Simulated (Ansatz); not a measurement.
# Ni wire along [100], 37 atoms a period: bands along the axis

Wanted: the relaxed geometry and the bands of the Ni wire along [100], 37 atoms a period.

Main program and level: Ansatz 0.2.0; DFT PBE, plane waves, PAW; relaxation of a wire's period; PAW set soft_1, in the first sound run; inputs show where later runs differ.

**1. Set-up**

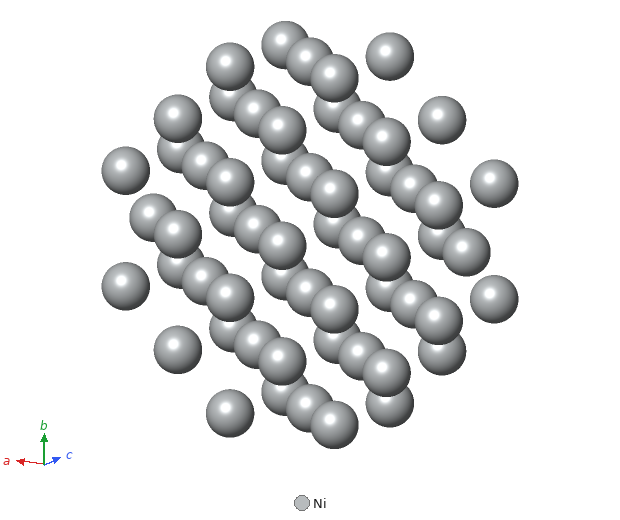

The starting structure, seen at a slant to the c axis (nickel light grey). Some periodic images of atoms are drawn too.

The cell holds 37 atoms: 37 Ni. Cell: a = 17.360 Å, b = 17.360 Å, c = 3.520 Å, α = 90.0°, β = 90.0°, γ = 90.0°. Vacuum lies along a and b. The structure's axis is c.

**2. Relaxing the period**

Band widths follow the bond lengths, so the wire is relaxed first. The atoms and the third cell vector are free; the box across stays fixed as vacuum. Moments are seeded so that a magnetic state can form if it lies lower. A Fermi-Dirac smearing is set since the result may be a metal. The pressure printed is a third of the stress's trace over the whole box, vacuum included; only the stress along the axis is relaxed.

input.yaml reads:

```yaml
crystal:
  lattice:
    - [17.36, 0.0, 0.0]
    - [0.0, 17.36, 0.0]
    - [0.0, 0.0, 3.52]
  atoms:
    - { symbol: Ni, position: [0.195852535, 0.398617512, 0.0], spin: 0.8 }
    - { symbol: Ni, position: [0.195852535, 0.601382488, 0.0], spin: 0.8 }
    - { symbol: Ni, position: [0.297235023, 0.297235023, 0.0], spin: 0.8 }
    - { symbol: Ni, position: [0.297235023, 0.5, 0.0], spin: 0.8 }
    - { symbol: Ni, position: [0.297235023, 0.702764977, 0.0], spin: 0.8 }
    - { symbol: Ni, position: [0.398617512, 0.195852535, 0.0], spin: 0.8 }
    - { symbol: Ni, position: [0.398617512, 0.398617512, 0.0], spin: 0.8 }
    - { symbol: Ni, position: [0.398617512, 0.601382488, 0.0], spin: 0.8 }
    - { symbol: Ni, position: [0.398617512, 0.804147465, 0.0], spin: 0.8 }
    - { symbol: Ni, position: [0.5, 0.297235023, 0.0], spin: 0.8 }
    - { symbol: Ni, position: [0.5, 0.5, 0.0], spin: 0.8 }
    - { symbol: Ni, position: [0.5, 0.702764977, 0.0], spin: 0.8 }
    - { symbol: Ni, position: [0.601382488, 0.195852535, 0.0], spin: 0.8 }
    - { symbol: Ni, position: [0.601382488, 0.398617512, 0.0], spin: 0.8 }
    - { symbol: Ni, position: [0.601382488, 0.601382488, 0.0], spin: 0.8 }
    - { symbol: Ni, position: [0.601382488, 0.804147465, 0.0], spin: 0.8 }
    - { symbol: Ni, position: [0.702764977, 0.297235023, 0.0], spin: 0.8 }
    - { symbol: Ni, position: [0.702764977, 0.5, 0.0], spin: 0.8 }
    - { symbol: Ni, position: [0.702764977, 0.702764977, 0.0], spin: 0.8 }
    - { symbol: Ni, position: [0.804147465, 0.398617512, 0.0], spin: 0.8 }
    - { symbol: Ni, position: [0.804147465, 0.601382488, 0.0], spin: 0.8 }
    - { symbol: Ni, position: [0.195852535, 0.5, 0.5], spin: 0.8 }
    - { symbol: Ni, position: [0.297235023, 0.398617512, 0.5], spin: 0.8 }
    - { symbol: Ni, position: [0.297235023, 0.601382488, 0.5], spin: 0.8 }
    - { symbol: Ni, position: [0.398617512, 0.297235023, 0.5], spin: 0.8 }
    - { symbol: Ni, position: [0.398617512, 0.5, 0.5], spin: 0.8 }
    - { symbol: Ni, position: [0.398617512, 0.702764977, 0.5], spin: 0.8 }
    - { symbol: Ni, position: [0.5, 0.195852535, 0.5], spin: 0.8 }
    - { symbol: Ni, position: [0.5, 0.398617512, 0.5], spin: 0.8 }
    - { symbol: Ni, position: [0.5, 0.601382488, 0.5], spin: 0.8 }
    - { symbol: Ni, position: [0.5, 0.804147465, 0.5], spin: 0.8 }
    - { symbol: Ni, position: [0.601382488, 0.297235023, 0.5], spin: 0.8 }
    - { symbol: Ni, position: [0.601382488, 0.5, 0.5], spin: 0.8 }
    - { symbol: Ni, position: [0.601382488, 0.702764977, 0.5], spin: 0.8 }
    - { symbol: Ni, position: [0.702764977, 0.398617512, 0.5], spin: 0.8 }
    - { symbol: Ni, position: [0.702764977, 0.601382488, 0.5], spin: 0.8 }
    - { symbol: Ni, position: [0.804147465, 0.5, 0.5], spin: 0.8 }
magnetization:
  spin_polarized: true
kpoints:
  mp_grid: { grid: [1, 1, 23] }
scf:
  occupations: { method: fermi_dirac, width: 0.05 }
hamiltonian:
  xc: pbe
  pseudopotentials: { kind: paw, azcp: { folder: soft_1 } }
relax:
  cell: { fix: [a, b, alpha, beta, gamma] }
  max_steps: 45
  f_tol: 0.03
```

On the command line:

```bash
$ ansatz run input.yaml --threads 16 --pin off --max-ram 61440MiB --backend cuda --events-out ev --progress --plain --runs-dir out --max-vram 78GiB
```

Numbers of over 12 decimals in the logs are rounded to 6 here.

What it wrote:

```text
Engine: ansatz 0.2.0, aarch64-unknown-linux-gnu
Pseudopotentials: kind: paw
Pseudopotential: Ni, paw, valence charge 18, recommended cutoff 420 eV (normal), soft_1/Ni.paw.azcp
Functional definition: PBE
  parameter kappa = 0.804
  parameter beta = 0.066725
  exchange = pbe_x(kappa = kappa, mu = beta*pi^2/3)
  correlation = pbe_c(beta = beta)
concurrent solve slots: 12 of 16 are kept, ahead of what memory takes: no pass of the eigensolver takes more rounds on 12
[...]
Crystal: 37 atoms, lattice volume = 1060.821 Å³
Basis set: ecut = 420 eV, 20655 PW (Γ), exchange–correlation on 240×240×48 points (8 copies of the dense FFT grid, shifted against one another)
Bands: 418, of which v1, the nominal top of the filled ones, is band 333 counted from 1 (332 counted from 0)
Symmetry: 16 space group operations
Space group: P4/mmm (ITA 123), of the structure as read, at distance tolerance 1.0e-4 Å
Magnetic group: BNS 123.339 (UNI 999), of the structure as read, at distance tolerance 1.0e-4 Å
k-points: 12 of 23
Non-local potential: Ni, projectors of the file, l = 0: 3, l = 1: 2, l = 2: 3, l = 3: 1
PAW form: soft (Blöchl's): semilocal exchange-correlation on the pseudo side does not see the compensation charge
PAW one-centre angular grid: Ni, 590 points (default); XC on 64 Gauss nodes
Initial density: superposition of atomic densities (neutral atoms: chi_scale 0, normalization atom)
Starting moments: Σ|m| = 29.6 μB on 37 of 37 sites
Initial wavefunctions: pseudopotential atomic-orbital guess
[...]
Functional: x = pbe(κ = 0.804, μ = 0.219515), c = pbe(β = 0.066725)
SCF iter   1: F=—  HF=-216018.099337 eV  |F-HF|=—  |Δ(HF+E_count)|=         —  Δρ=2.43e-2 (↑1.91e-2 ↓2.43e-2)  dr2=6.65e1  dr2_m=2.24e0  M=30.312 μB ∫|m|=31.626 μB  β_m=0.30  ethr=3.10e-3  ⟨swp⟩=7.8  Hψ=44837  notcnv=0  defer=766
Mixer restart at iter 1: flushing history
preconditioner: auto → LDOS  [metal: Δε(μ)=0.001 eV  Ē_g=6.877 eV  σ=0.050 eV  W_gap=0.01  n_scr=282 (ndim 8)  ℏωp=21.9 eV  f_vac=0.523  D(μ)=84.87/eV (n_scr^D=992)]
spin=Collinear: LDOS preconditioning applied to the charge; magnetization (m = ρ↑ − ρ↓) channel mixes plain (no charge-response kernel on spin).
SCF iter   2: F=—  HF=-216021.978217 eV  |F-HF|=—  |Δ(HF+E_count)|=    3.88e0  Δρ=2.03e-2 (↑2.03e-2 ↓1.07e-2)  dr2=1.38e1  dr2_m=1.12e0  M=29.868 μB ∫|m|=31.726 μB  β_m=0.35  ethr=3.10e-3  ⟨swp⟩=2.5  Hψ=16303  notcnv=0  defer=1333
[...]
SCF iter  17: F=-216048.947950 eV  HF=-216048.947950 eV  |F-HF|=8.68e-8  |Δ(HF+E_count)|=   1.11e-8  Δρ=2.70e-6 (↑7.90e-7 ↓2.70e-6)  dr2=9.13e-8  dr2_m=1.01e-8  M=26.215 μB ∫|m|=29.692 μB  ethr=5.29e-12  ⟨swp⟩=2.6  Hψ=33675  notcnv=0
SCF 1 converged in 17 iterations: F = -216048.947950 eV  dr2 = 9.13e-8
  greatest PAW one-centre occupation: 1.001 electrons in one spin orbital (limit 2), on the Ni atom at site 20 (counted from 0), in its partial waves of l = 1
relax step   1: F+E_penalty+E_count = -216048.94794992 eV  Δ(F+E_penalty+E_count) = +0.000e0 eV  max|allowed force component| = 7.133e-1 eV/Å  Δτ_max = 0.0000 Å  P = -2.934 GPa  Ω = 1060.821 Å³  fix = [a, b, alpha, beta, gamma]  reactions: a -2.541, b -2.541 GPa  (17 SCF iters, dr2 threshold 1.00e-7 eV, accepted)
concurrent solve slots: 12 of 16 are kept, ahead of what memory takes: no pass of the eigensolver takes more rounds on 12
[...]
Crystal: 37 atoms, lattice volume = 1047.868 Å³
Basis set: ecut = 420 eV, 20447 PW (Γ), exchange–correlation on 240×240×48 points (8 copies of the dense FFT grid, shifted against one another)
[...]
Starting moments: Σ|m| = 29.6 μB on 37 of 37 sites; this step starts from the density that it was given
[...]
iter 1 solved again at ethr=5.01e-5 eV; its pass at ethr=3.10e-3 eV (dr2=3.34e-1 eV) is discarded
SCF iter   1: F=—  HF=-216049.591780 eV  |F-HF|=—  |Δ(HF+E_count)|=         —  Δρ=3.28e-3 (↑2.68e-3 ↓3.28e-3)  dr2=3.46e-1  dr2_m=2.93e-2  M=26.160 μB ∫|m|=29.538 μB  β_m=0.30  ethr=5.01e-5  ⟨swp⟩=3.8  Hψ=51460  notcnv=0
preconditioner: auto → LDOS  [metal: Δε(μ)=0.006 eV  Ē_g=6.695 eV  σ=0.050 eV  W_gap=0.03  n_scr=282 (ndim 8)  ℏωp=22.1 eV  f_vac=0.545  D(μ)=74.42/eV (n_scr^D=770)]
[...]
SCF 2 converged in 11 iterations: F = -216049.563312 eV  dr2 = 2.18e-6
[...]
SCF 3 converged in 11 iterations: F = -216049.846012 eV  dr2 = 1.34e-6
[...]
SCF 4 converged in 10 iterations: F = -216049.863166 eV  dr2 = 1.24e-6
[...]
SCF 5 converged in 14 iterations: F = -216049.851601 eV  dr2 = 2.23e-10
[...]
SCF converged after 14 iterations
[...]
--- Relaxed structure (4 steps of the walk, 4 accepted, 1 SCFs on fresh bases) ---
  F+E_penalty+E_count = -216049.85160082 eV   max|allowed force component| = 2.772e-2 eV/Å   (the final SCF, on the basis selected at the relaxed cell)
  cell:  # Å, volume = 1025.6289 Å³
    - [17.36, 0.0, 0.0]
    - [0.0, 17.36, 0.0]
    - [0.0, 0.0, 3.403226]
  atoms:
    - { symbol: Ni, position: [0.198823, 0.401048, 0.0] }
    - { symbol: Ni, position: [0.198823, 0.598952, 0.0] }
    - { symbol: Ni, position: [0.297720, 0.297720, 0.0] }
    - { symbol: Ni, position: [0.297139, 0.5, 0.0] }
    - { symbol: Ni, position: [0.297720, 0.702280, 0.0] }
    - { symbol: Ni, position: [0.401048, 0.198823, 0.0] }
    - { symbol: Ni, position: [0.397766, 0.397766, 0.0] }
    - { symbol: Ni, position: [0.397766, 0.602234, 0.0] }
    - { symbol: Ni, position: [0.401048, 0.801177, 0.0] }
    - { symbol: Ni, position: [0.5, 0.297139, 0.0] }
    - { symbol: Ni, position: [0.5, 0.5, 0.0] }
    - { symbol: Ni, position: [0.5, 0.702861, 0.0] }
    - { symbol: Ni, position: [0.598952, 0.198823, 0.0] }
    - { symbol: Ni, position: [0.602234, 0.397766, 0.0] }
    - { symbol: Ni, position: [0.602234, 0.602234, 0.0] }
    - { symbol: Ni, position: [0.598952, 0.801177, 0.0] }
    - { symbol: Ni, position: [0.702280, 0.297720, 0.0] }
    - { symbol: Ni, position: [0.702861, 0.5, 0.0] }
    - { symbol: Ni, position: [0.702280, 0.702280, 0.0] }
    - { symbol: Ni, position: [0.801177, 0.401048, 0.0] }
    - { symbol: Ni, position: [0.801177, 0.598952, 0.0] }
    - { symbol: Ni, position: [0.198628, 0.5, 0.5] }
    - { symbol: Ni, position: [0.294609, 0.395180, 0.5] }
    - { symbol: Ni, position: [0.294609, 0.604820, 0.5] }
    - { symbol: Ni, position: [0.395180, 0.294609, 0.5] }
    - { symbol: Ni, position: [0.398168, 0.5, 0.5] }
    - { symbol: Ni, position: [0.395180, 0.705391, 0.5] }
    - { symbol: Ni, position: [0.5, 0.198628, 0.5] }
    - { symbol: Ni, position: [0.5, 0.398168, 0.5] }
    - { symbol: Ni, position: [0.5, 0.601832, 0.5] }
    - { symbol: Ni, position: [0.5, 0.801372, 0.5] }
    - { symbol: Ni, position: [0.604820, 0.294609, 0.5] }
    - { symbol: Ni, position: [0.601832, 0.5, 0.5] }
    - { symbol: Ni, position: [0.604820, 0.705391, 0.5] }
    - { symbol: Ni, position: [0.705391, 0.395180, 0.5] }
    - { symbol: Ni, position: [0.705391, 0.604820, 0.5] }
    - { symbol: Ni, position: [0.801372, 0.5, 0.5] }
```

It took 87 s on 1 × NVIDIA GB200 with 16 threads of Arm Neoverse V2, shared host; peak memory 1.8 GiB.

The steps of the relaxation:

```
step  energy less that of the first step (eV)  largest force component (eV/Å)  pressure (GPa)  volume (Å³)
   1                                   0.0000                          0.7133           -2.93      1060.82
   2                                  -0.6154                          0.3919           -1.49      1047.87
   3                                  -0.8981                          0.1449            0.43      1027.95
   4                                  -0.9152                          0.0277           -0.02      1025.63
   5                                  -0.9037                          0.0277           -0.01      1025.63
```

The log counts 1 steps on a newly chosen plane-wave basis, not all of them marked here; energy and pressure can jump at such steps.

Forces are held to the 16 operations that the run works with; a distortion that breaks them can't arise in this run.

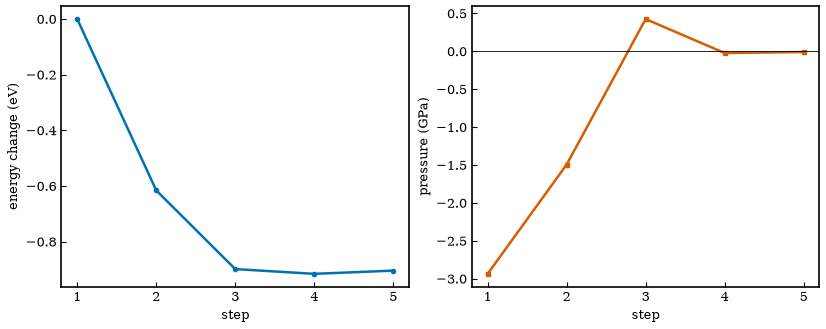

Energy and pressure along the relaxation.

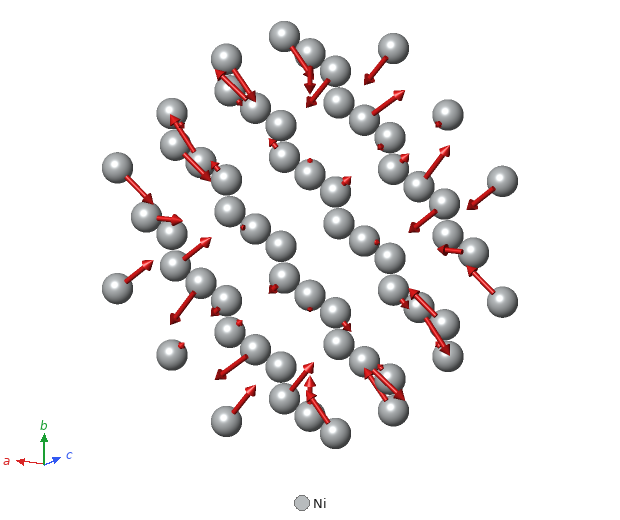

Displacements in the relaxation, exaggerated, measured against the changing cell; the longest in the cell stands for 0.08 Å. Some periodic images of atoms are drawn too.

```
cell as run  before  after  change
      c (Å)   3.520  3.403  -3.3 %
```

The atoms that moved most (Å, along periodic axes as changes of fractional coordinates times the final cell, across vacuum about the mean position):

```
atom      dx      dy     dz  length
Ni25  -0.060  -0.046  0.000   0.075
Ni23  -0.046  -0.060  0.000   0.075
Ni24  -0.046   0.060  0.000   0.075
Ni32   0.060  -0.046  0.000   0.075
Ni27  -0.060   0.046  0.000   0.075
Ni35   0.046  -0.060  0.000   0.075
Ni34   0.060   0.046  0.000   0.075
Ni36   0.046   0.060  0.000   0.075
```

This step gave:

```yaml
energy_at_zero_smearing: -216049.5533 eV
total_moment: 26.05 μB
absolute_moment: 29.36 μB
cell_length_along_the_wire: 3.403 Å
```

Site moment by element, in μB:

```
element  atoms   mean  spread (r.m.s.)  least  largest
     Ni     37  0.737            0.052  0.663    0.812
```

The atoms farthest from the mean of their element:

```
atom         x, y, z (Å)  site moment (μB)
 Ni5   5.17, 12.19, 0.00             0.812
Ni17   12.19, 5.17, 0.00             0.812
Ni19  12.19, 12.19, 0.00             0.812
 Ni3    5.17, 5.17, 0.00             0.812
Ni11    8.68, 8.68, 0.00             0.663
Ni20   13.91, 6.96, 0.00             0.803
Ni21  13.91, 10.40, 0.00             0.803
 Ni1    3.45, 6.96, 0.00             0.803
```

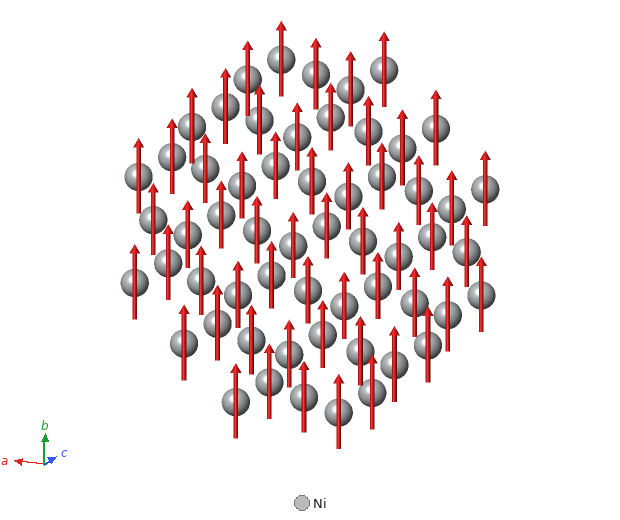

Site moment as arrows, the longest 0.812 μB. Up and down stand for the sign. Arrows give size and sign along the axis of quantisation, drawn up and down the page. Some periodic images of atoms are drawn too.

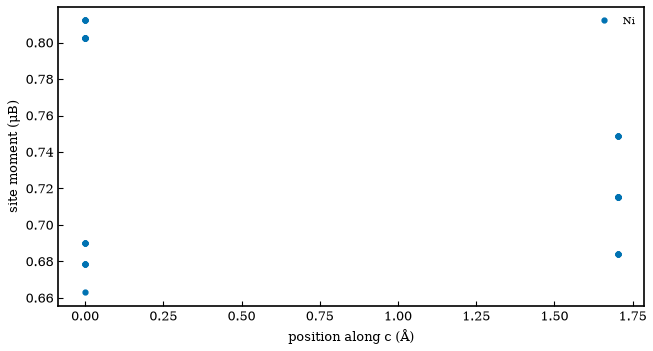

Site moment along the cell.

The cell's length comes to 3.403 Å with an absolute moment of 29.36 μB a cell.

(Part 1 of 2 ends here.)

[Logs are printed without paths, hosts, clocks, repeated set-up lines and the standing remarks that a program may print on its own settings, such as how far it seeks lower states.]

[Hosts, paths, dates, database ids (printed as entryN), source tags and the programs' standing remarks are cut or masked in the printed files.]
